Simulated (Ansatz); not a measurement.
Consider Cl2H5NSi2 (SMILES N[Si]([SiH3])(Cl)Cl).

The calculation's input:

```
crystal:
  periodic: [false, false, false]
  atoms:
    - {symbol: N, position_ang: [-1.245469, 1.254507, 0.307806]}
    - {symbol: Si, position_ang: [-0.276170, 0.257267, -0.666867]}
    - {symbol: Si, position_ang: [1.058540, -1.173433, 0.600969]}
    - {symbol: Cl, position_ang: [-1.572904, -0.791956, -1.862841]}
    - {symbol: Cl, position_ang: [0.985046, 1.295503, -1.936888]}
    - {symbol: H, position_ang: [-0.823009, 1.835848, 1.014643]}
    - {symbol: H, position_ang: [-2.080937, 1.673316, -0.070656]}
    - {symbol: H, position_ang: [0.204812, -2.108057, 1.378148]}
    - {symbol: H, position_ang: [1.875965, -0.358002, 1.539850]}
    - {symbol: H, position_ang: [1.957124, -1.936190, -0.301362]}
basis:
  gaussian: {orbitals: def2-TZVPP}
hamiltonian: {xc: pbe0, dispersion: d4}
output: {orbitals: {seedname: orbitals}}
```

Command:

```sh
ansatz run in.yaml --threads 4 --pin off --events-out ev --progress --plain --max-ram 10444MiB
```

Geometry: PBE0-D4/def2-TZVP.

Computed with Ansatz 0.2.0, RKS PBE0-D4/def2-TZVPP.

> What can the converged electron density and electron localisation function tell about the bonding?

Si–N (1.70 Å): the density is about 1.2 e/Å³ at the midpoint; the ELF peaks at about 0.90 between the atoms, as expected for a shared but strongly polarised pair.
Si–Si (2.33 Å): ρ is about 0.67 e/Å³ halfway; the ELF peaks at about 1 between the atoms, as expected for a shared electron pair.
Si–H (1.48 Å): the density is about 0.8 e/Å³ at the midpoint; the ELF climbs to about 1 towards the hydrogen, as it does in any bond to H.

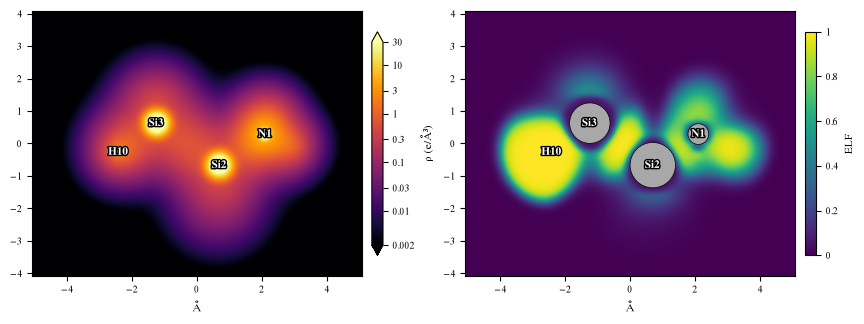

Computed electron density and electron localisation function on the plane of atoms N1, Si2 and Si3, in this order. Grey discs cover the atomic cores in the ELF map. 
